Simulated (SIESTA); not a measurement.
# Convergence study of the cutoff of the real-space grid for ReTc (P3m1, 2 atoms in the cell)

```yaml
crystal:
  lattice:
    - [2.74105, 0.00000, 0.00000]
    - [-1.37053, 2.37382, 0.00000]
    - [0.00000, 0.00000, 4.42695]
  atoms:
    - { symbol: Tc, position: [0.66667, 0.33333, 0.01129] }
    - { symbol: Re, position: [0.00000, 0.00000, 0.50000] }
```

Method: GGA PBEsol, numerical atomic orbitals DZP, PseudoDojo PBEsol standard norm-conserving potentials (rewritten from UPF to PSML) (SIESTA).

Base settings: XC.functional = GGA; XC.authors = PBEsol; potentials = PseudoDojo PBEsol standard; PAO.BasisSize = DZP; PAO.EnergyShift = 0.005 Ry; MeshCutoff = 400 Ry; kgrid.MonkhorstPack = 5 5 3; OccupationFunction = FD; ElectronicTemperature = 0.1 eV; MaxSCFIterations = 150.

The mesh stays at the base's, so the ladder's end is converged at best in this setting alone.

Only quantities that move along the ladder and can be compared are tabulated.

The starting cell comes from a database of computed structures (which also holds hypothetical and non-ambient phases and stackings), without a prior relaxation at this level. Its lattice was rescaled by up to half a per cent. One atom was moved a little off its site on purpose. Spin polarisation is off. Values carry the incompleteness of an atom-centred basis. Without a gap this mesh is coarse (it stands for a supercell whose shortest vector is 13 Å).

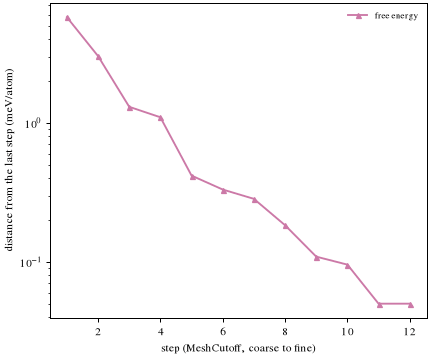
Figure: Distance from the last step along the ladder; very small values are drawn at a floor.

```tsv
MeshCutoff	free energy less the last step's (meV/atom)	pressure (GPa)	largest difference of a force vector from the last step's (eV/Å)
140 Ry (144 Ry used)	-5.76	-0.77	0.008
180 Ry (183 Ry used)	-3.03	-0.93	0.005
220 Ry (226 Ry used)	-1.31	-1.02	0.002
280 Ry (283 Ry used)	-1.10	-1.15	0.002
320 Ry (325 Ry used)	-0.42	-1.11	0.002
400 Ry (411 Ry used)	-0.33	-1.16	0.006
440 Ry (441 Ry used)	-0.28	-1.10	0.003
480 Ry (502 Ry used)	-0.18	-1.13	0.001
540 Ry (578 Ry used)	-0.11	-1.09	0.002
600 Ry (636 Ry used)	-0.10	-1.11	0.002
700 Ry (731 Ry used)	-0.05	-1.06	0.000
800 Ry (903 Ry used)	0.01	-1.09	0.000
960 Ry (1130 Ry used)	0.00	-1.08	0.000
```

Coarsest MeshCutoff that holds the free energy within 0.5 meV/atom of the last step, with all finer ones: 320 Ry (325 Ry used); the step before is off by 1.1 meV/atom.

Coarsest MeshCutoff that holds the pressure within 0.2 GPa of the last step, with all finer ones: 180 Ry (183 Ry used); the step before is off by 0.31 GPa.

Left out of this page: 4 runs of the series outside the window shown, repeating another row's setting, or not comparable.
